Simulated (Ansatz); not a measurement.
Strength of the O–In bond: InH2(OH) → InH2 + OH

Species: InH2(OH), singlet; InH2 `[InH2]`, doublet; OH, doublet. 

Shapes, held fixed at every level: PBE0-D4/def2-TZVP. Programs: Ansatz 0.2.0. The zero-point and thermal change to 298 K, harmonic and unscaled (PBE0-D4/def2-TZVP), is -13.5 kJ/mol.

```csv
level,kind,ΔH(298 K) (kJ/mol),less CCSD(T)/def2-TZVPP
SPW92/def2-TZVPP,LDA,+462.6,+79.9
PBE-D4/def2-TZVPP,GGA,+390.0,+7.3
r2SCAN-D4/def2-TZVPP,meta-GGA,+373.5,-9.2
wB97X-V/def2-TZVPP,range-separated hybrid,+390.9,+8.2
B2PLYP/def2-TZVPP,double hybrid,+380.8,-1.9
MP2/def2-SVP,perturbation theory,+383.3,+0.6
CCSD/def2-SVP,coupled cluster or CI,+346.4,-36.3
CCSD(T)/def2-TZVPP,coupled cluster or CI,+382.7,0.0
```

The highest level, CCSD(T)/def2-TZVPP, gives ΔH(298 K) = +382.7 kJ/mol; the levels span +346.4 to +462.6. The column of differences is taken from that level and isn't an error. No measured value is set beside it here. Open shells run unrestricted unless RO is named. For atoms past krypton def2 sets carry core potentials with scalar relativity. Correlated rows may include outer-core shells of In, which these sets cover unevenly.

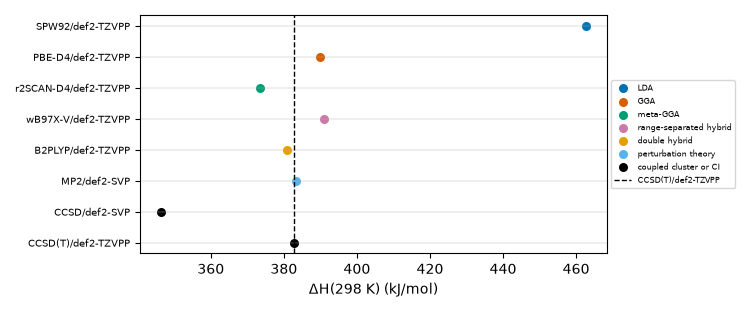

The values of the table, level by level.
